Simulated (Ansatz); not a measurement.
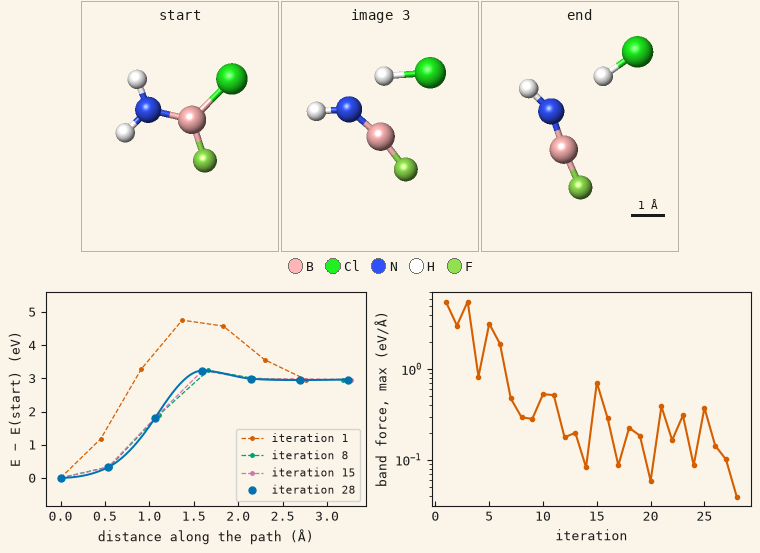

A search for the minimum-energy path of BNH₂ClF by the nudged elastic band. Images are numbered from 0 (start) to 6 (end). The plot follows the band through its iterations. A ball-and-stick model, seen face on.

Theory: RKS PBE0-D4/def2-SVP in Ansatz 0.2.0. Settings: 5 movable images; climbing image.

Q: How did the profile develop, and is the result final?

A: The run is converged, with reservations. The band converged in 28 iterations. The largest component of the band force went from 5.5 to 0.039 eV/Å. The climbing image converged on the top of the path. Its curvatures weren't checked. The largest force component is 0.28 eV/Å at the start and 0.38 eV/Å at the end; an end with forces this large is no minimum, and the barrier measured from it can be far off. The first iteration put the highest image at 4.75 eV. Forward barrier 3.23 eV, backward barrier 0.27 eV, with image 3 at the top; the reaction energy is +2.96 eV.

Cost: 2.2 min on 2 threads of Arm Neoverse V2, with other jobs on the host.
